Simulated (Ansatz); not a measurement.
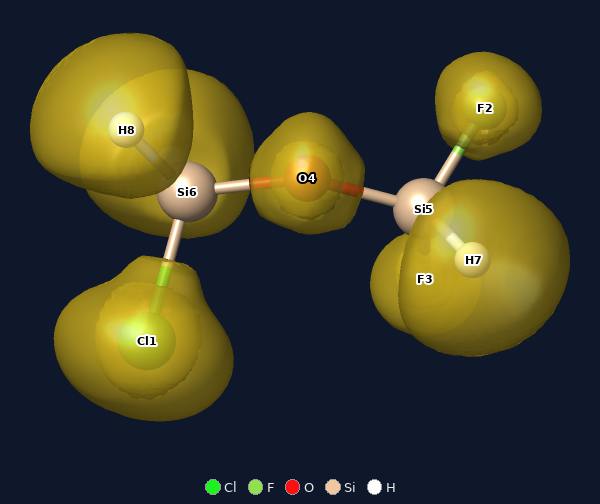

Figure 1: ClF2H3OSi2. Isosurface of the electron localisation function at 0.8 (yellow), seen across its widest extent. Only the valence region is drawn (cores and ρ < 0.01 e/Å³ removed).

Geometry: r2SCAN-D4/def2-SVP.

The calculation used isolated molecule in a Gaussian basis; Kohn-Sham density functional theory, functional PBE0 (Ansatz).

```xyz
9

Cl    4.2359    2.0931   -0.8787
F     0.0141   -0.3740    1.5817
F     0.5576    2.0358    0.8188
O     2.3307    0.1208    0.4345
Si    1.1982    0.7042    1.4559
Si    3.1359    0.3505   -0.9960
H     1.7490    0.9887    2.7852
H     4.0643   -0.7876   -1.1774
H     2.1680    0.4881   -2.1111
```

**Identify the bonds, lone pairs and shells in this picture.**

The surface consists of three regions around hydrogen nuclei, one region on Cl in which the atom's valence shell and bonds are merged, two regions wrapped around F (its lone pairs, merged into a ring or cap) and one region wrapped around O (its lone pairs, merged into a ring or cap). Along the contacts the grid gives the following. Si–F (1.61 Å): the ELF peaks at about 0.85 in the valence shell of F, 0.6 Å from its nucleus, and is about 0.45 at the midpoint. Si–O (1.63 Å): the ELF peaks at about 0.85 between the atoms: a polar covalent bond.
